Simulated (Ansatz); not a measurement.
**SiH4···NH3: density, localisation and related maps**

The calculation's input:

```
crystal:
  periodic: [false, false, false]
  atoms:
    - { symbol: Si, position_ang: [0.0, 0.0, 0.0] }
    - { symbol: H, position_ang: [0.0, 0.0, 1.81] }
    - { symbol: H, position_ang: [1.3768, 0.0, -0.4862] }
    - { symbol: H, position_ang: [-0.6877, 1.1914, -0.4862] }
    - { symbol: H, position_ang: [-0.6877, -1.1914, -0.4862] }
    - { symbol: "N", position_ang: [-2.0118, 0.0, 0.6685] }
    - { symbol: H, position_ang: [-2.7319, -0.6071, 0.1822] }
    - { symbol: H, position_ang: [-2.2977, 0.6071, 1.489] }
    - { symbol: H, position_ang: [-0.9927, 0.0, 1.7642] }
basis:
  gaussian: { orbitals: "6-31G*" }
hamiltonian:
  xc: b3lyp
  dispersion: d4
relax:
  f_tol: 0.15
  max_steps: 25
  restrain:
    - { distance: [0, 5], at: 3.02, k: 30.0 }
    - { distance: [8, 1], at: 1.86, k: 30.0 }
    - { distance: [0, 1], at: 1.46, k: 30.0 }
    - { distance: [8, 5], at: 1.06, k: 30.0 }
output:
  orbitals: {}
```

Command:

```sh
ansatz run input.yaml --threads 1 --pin off --max-ram 2048MiB --backend cpu --events-out ev --progress --plain --runs-dir out
```

The fields are those of the run's last geometry, not of the input's.

Not at a stationary point (largest force 1.0 eV/Å).

Method: RKS B3LYP-D4/6-31G* (Ansatz).

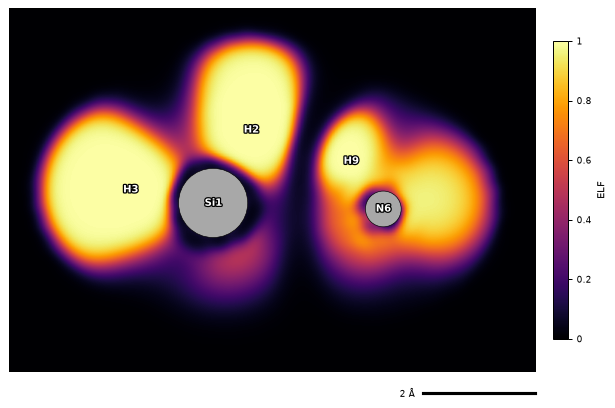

Figure 1. Electron localisation function on the plane of atoms H2, Si1 and H3. Grey discs cover the atomic cores.

Q: Describe what can be read from this map.

A: The plane passes through Si, H and N nuclei. Si1···H9 (2.57 Å): the ELF dips to about 0.05 between them. N–H (1.03 Å): the ELF climbs to about 1 towards the hydrogen, as it does in any bond to H (a covalent bond by its length). Si–H (1.47 Å): the ELF climbs to about 1 towards the hydrogen. The ELF also peaks beside N6, away from the bonds: lone-pair regions.

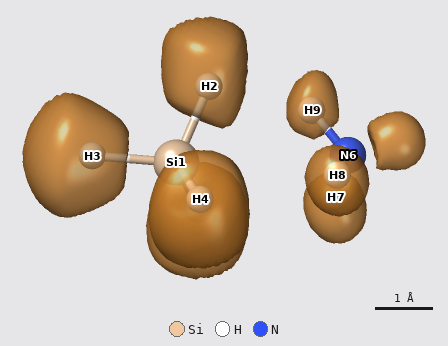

Figure 2. Isosurface of the electron localisation function at 0.9 (orange), seen from one side. Only the valence region is drawn (cores and ρ < 0.01 e/Å³ removed).

Q: Describe the localisation domains.

A: The ELF exceeds this value in seven regions around hydrogen nuclei and one lobe on N, pointing away from the bonds (lone pairs). Profiles from the grid: N–H (1.02 Å): the ELF climbs to about 1 towards the hydrogen: an ordinary covalent bond to hydrogen.

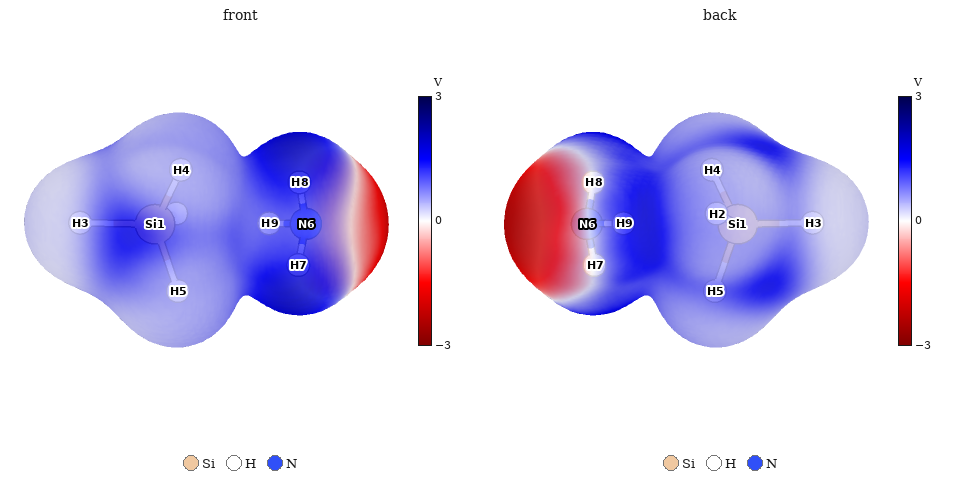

Figure 3. The electrostatic potential painted on the density surface at 0.004 e/bohr³, seen from the front and from behind; red is negative and blue positive.

Q: Describe the electrostatic potential map.

A: The most negative region (about −2.4 V, or −55 kcal/mol for a unit charge) lies over N6, the most positive (about +2.0 V, or +46 kcal/mol for a unit charge) over H7 and H8. N6 is the likeliest acceptor of a hydrogen bond.
